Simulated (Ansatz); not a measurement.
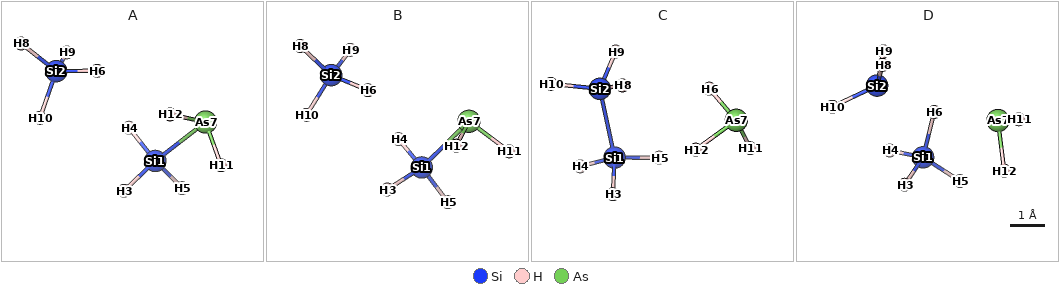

4 geometries from a converged minimum-energy path of Si2AsH9, made up of Si2H6 and AsH₃, shuffled. Style: ball-and-stick. Shown at a tilt.

All numbers below come from RKS PBE0-D4/def2-SVP in Ansatz. Run with 5 movable images; climbing image; force threshold 0.05 eV/Å; iteration limit 60; starting path through a guess of the saddle point.

One of them is the converged climbing image. Which?

Answer. D. In order along the path, whose images run from 0 to 6: C (image 0, 0.0 kJ/mol), D (image 3, +260.5 kJ/mol), B (image 5, −17.3 kJ/mol), A (image 6, −20.5 kJ/mol). Breaking: H6–As7 (1.53 → 2.03 at the top → 3.61 Å), Si1–Si2 (2.35 → 2.67 at the top → 4.08 Å). Forming: Si1–As7 (4.28 → 2.90 at the top → 2.37 Å), Si2–H6 (3.29 → 1.89 at the top → 1.49 Å).

Limits of the set-up: the start holds two separate molecules, 2.9 Å apart at their closest, whose relative position is a soft coordinate.

The run took 7 min on 2 threads of Arm Neoverse V1 (shared host), peak memory 0.28 GiB.
